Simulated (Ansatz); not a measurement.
Consider TlPbF₃ in the cubic perovskite structure (space group Pm-3m, No. 221; a = 4.8544 Å; a hypothetical phase, not in the database extracts checked).

Structures relaxed with DFT with PBE, PAW potentials and a 420 eV plane-wave cutoff in Ansatz (a program for electronic structure), no spin-orbit coupling.

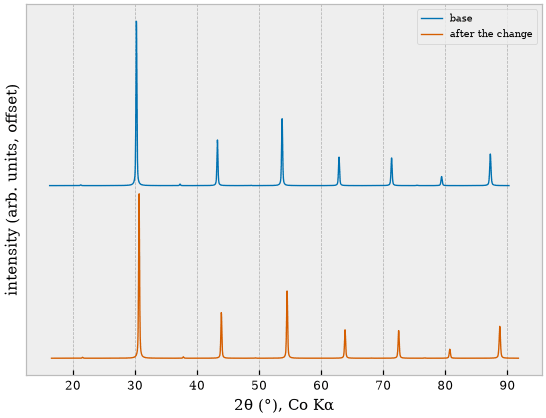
Fig. 1. Simulated powder patterns before (top) and after one change

Q: Which of these changes matches the shifts?
A. F → Cl
B. Pb → Si
C. Pb → Bi

A: C, Pb → Bi. Its volume per atom is 21.95 Å³ against 22.88 Å³, and its space group is Pm-3m (No. 221).

Whether these cells are dynamically stable was not tested. As relaxed here, TlBiF3, TlPbCl3 and TlSiF3 are hypothetical phases, not in the database extracts checked. The final runs are not spin-polarised. An odd electron count without spin: TlBiF3. Many cubic perovskites are stable only at high temperature; tilts and polar distortions were not tested.
